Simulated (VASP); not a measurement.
Band structure of Au (relaxed from the bcc structure, space group Im-3m). All values below come from PBEsol GGA, VASP's PBE PAW potentials (set 64) (plane waves; VASP).

Unless said otherwise, spin-orbit coupling is left out, though it shifts the bands of the heavy elements here.

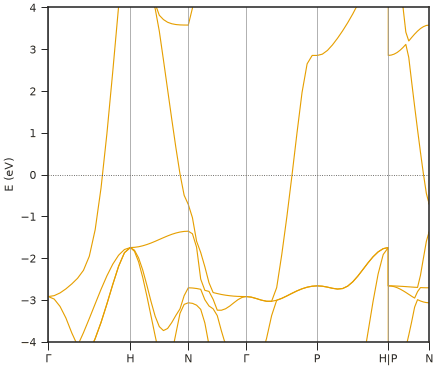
Fig. 1. Bands along high-symmetry lines, zero at the valence-band maximum or, without a gap, the Fermi level

**Question.** Read the plot: is there a gap, and where are the band edges?

**Answer.** It has no gap at this level: it comes out as a metal or semimetal. (Edges off the drawn lines would not show.)

The structure was generated: Au was put into the bcc type (Im-3m), which need not be its known phase. It was relaxed first.
